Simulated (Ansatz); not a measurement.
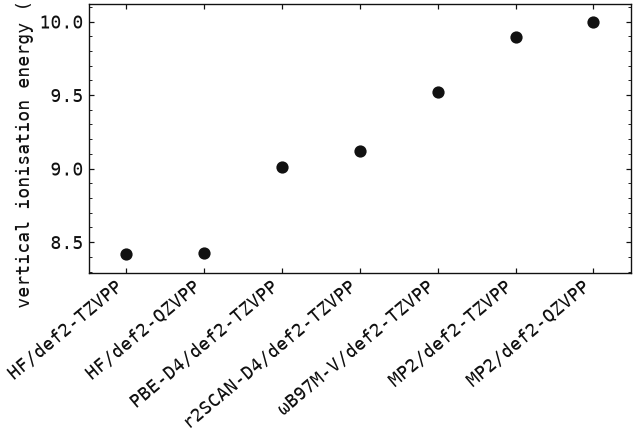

Vertical ionisation energy of CH₅NOSi, SMILES C1N[SiH2]O1, taken as the energy of the cation less that of the neutral at fixed geometry (unrestricted doublet cation, cores frozen in correlated methods, no spin-orbit coupling), the Ansatz code, at a PBE0-D4/def2-TZVP geometry (a minimum by its frequencies).

What range do the values span?

Answer. From 8.42 eV (HF/def2-TZVPP) to 9.99 eV (MP2/def2-QZVPP).

Give the values.

Answer.
```
               level    eV
       HF/def2-TZVPP  8.42
       HF/def2-QZVPP  8.43
   PBE-D4/def2-TZVPP  9.01
r2SCAN-D4/def2-TZVPP  9.12
  ωB97M-V/def2-TZVPP  9.52
      MP2/def2-TZVPP  9.90
      MP2/def2-QZVPP  9.99
```
